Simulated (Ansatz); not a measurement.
**Profile along the N–Zr line in ZrN (rock salt)**

ZrN (rock salt)

```
ZrN
1.0
    0.00000     2.27614     2.27614
    2.27614     0.00000     2.27614
    2.27614     2.27614     0.00000
N Zr
1 1
Direct
  0.00000   0.00000   0.00000
  0.50000   0.50000   0.50000
```

Fields along a shortest N–Zr line of a {100} plane (2.28 Å), from N to Zr, interpolated on the slice's grid (step about 0.1 Å). These are PBEsol (plane waves to 420 eV, PAW, scalar-relativistic; Ansatz, a first-principles code) values and carry that method's errors. k mesh 18×18×18. Near the nuclei the fields are pseudised (PAW); where an atom keeps semicore shells as valence, they peak there. ZrN is run without spin polarisation. ZrN was relaxed with its symmetry unable to fall.

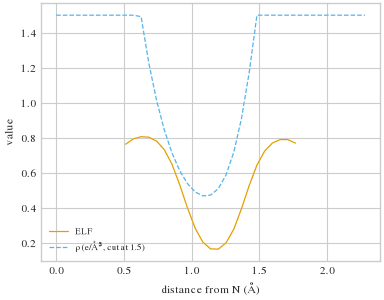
Figure: ELF (away from the nuclei) and valence density from N to Zr.

Density on the N–Zr line (2.28 Å) at its density minimum, 1.1 Å from N: 0.47 e/Å³. ELF at that point: 0.2.
